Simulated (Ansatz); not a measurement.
**Ge$_{2}$H$_{4}$: density, localisation and related maps**

| atom | x (Å) | y (Å) | z (Å) |
| --- | --- | --- | --- |
| Ge | 0.9871 | -0.1598 | -1.4558 |
| Ge | -0.5292 | 0.5077 | 0.2464 |
| H | 1.0200 | -0.1921 | 0.4219 |
| H | -1.4497 | -0.3879 | 1.1040 |
| H | 0.3084 | -1.5944 | -1.3425 |
| H | -0.3366 | 1.8265 | 1.0260 |

Geometry: r2SCAN-D4/def2-TZVP.

All numbers below come from RKS PBE0-D4/def2-TZVP in Ansatz 0.2.0.

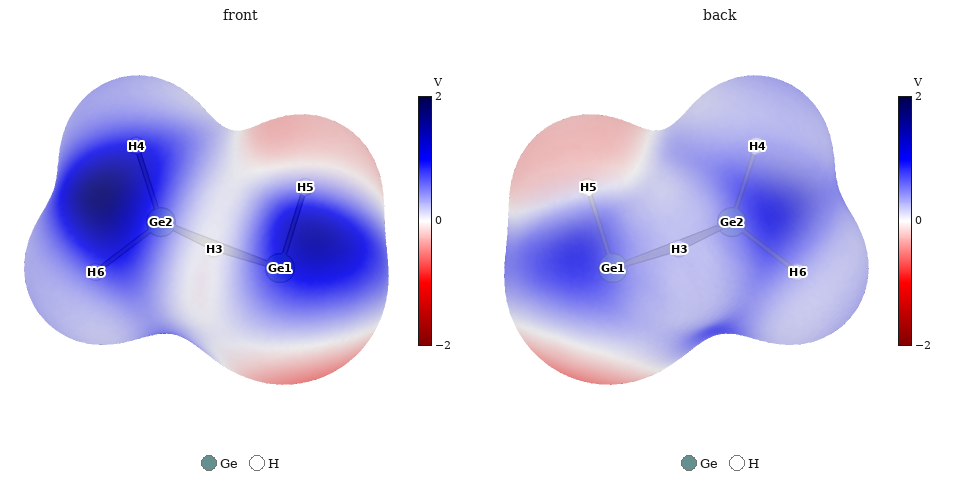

Figure 1. The molecular electrostatic potential painted on the density surface at 0.002 e/bohr³, seen from the front and from behind; the colour scale runs from red (negative) to blue (positive).

Which sites attract a positive test charge, and which a negative one?

Answer. A positive charge is drawn to the negative regions and a negative charge to the positive ones. The most negative region (about −0.4 V) lies over Ge1, the most positive (about +1.8 V) over Ge2.

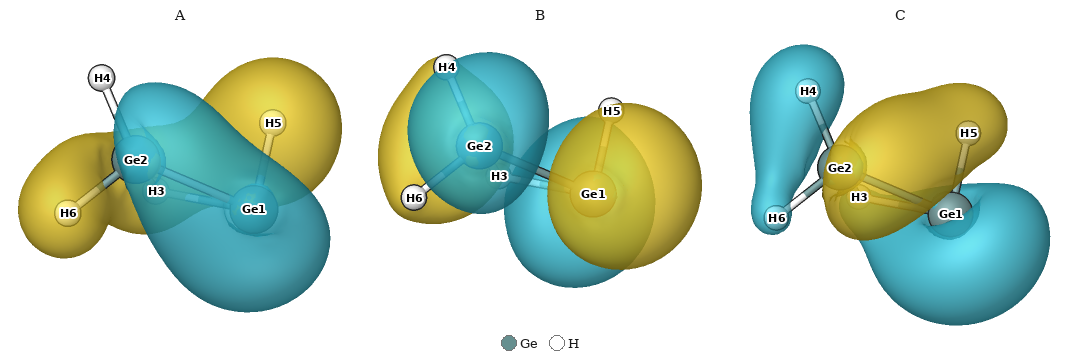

Figure 2. Three frontier orbitals at ±0.08 Å⁻³ᐟ² (yellow and cyan are the two phases), in no order.

Which picture is the HOMO−1, the HOMO and the LUMO?

Answer. A is the HOMO−1 (−7.67 eV). Its weight (Hirshfeld) is mainly on Ge1 (about 45 %), Ge2 (about 25 %), H5 (about 20 %) and H3 (about 5 %). C is the HOMO (−6.88 eV). It lies mainly on Ge1 (about 55 %), Ge2 (about 25 %), H4 (about 5 %) and H5 (about 5 %). B is the LUMO (−2.08 eV). Its weight (Hirshfeld) is mainly on Ge1 (about 50 %) and Ge2 (about 35 %); π-antibonding (π*) across Ge1–Ge2.

What is the HOMO–LUMO gap?

Answer. 4.80 eV between the orbital energies.

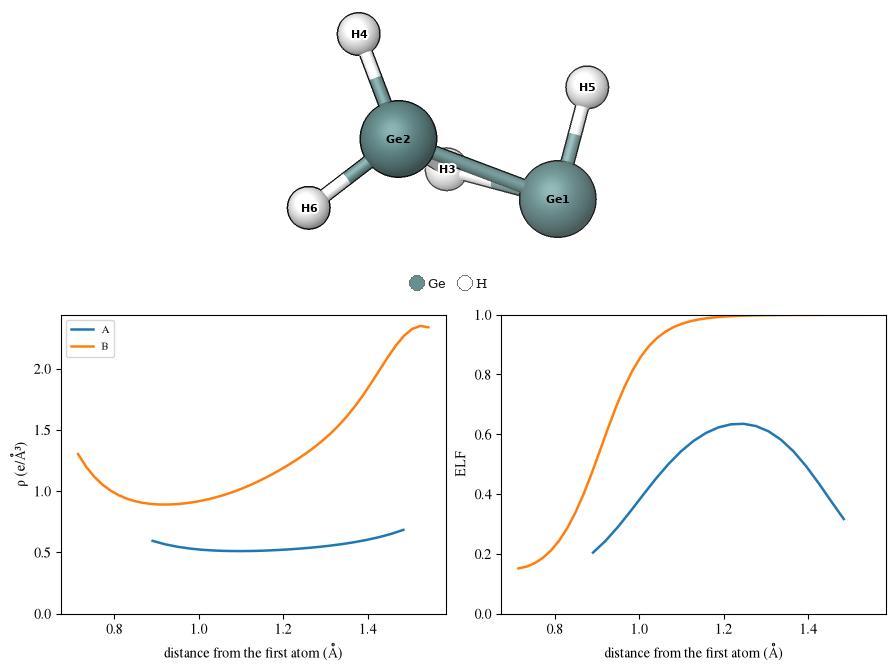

Figure 3. Total electron density and ELF along straight lines between neighbouring atoms. The curves leave out the atomic cores. The structure is drawn too.

Which curve belongs to which contact (Ge–Ge and Ge–H)? The first atom named is at distance zero.

Answer. Curve A: Ge–Ge (2.38 Å): ρ at the midpoint is about 0.52 e/Å³; the ELF peaks at about 0.65 between the atoms. Curve B: Ge–H (1.54 Å): ρ is about 1.1 e/Å³ halfway; the ELF climbs to about 1 towards the hydrogen.
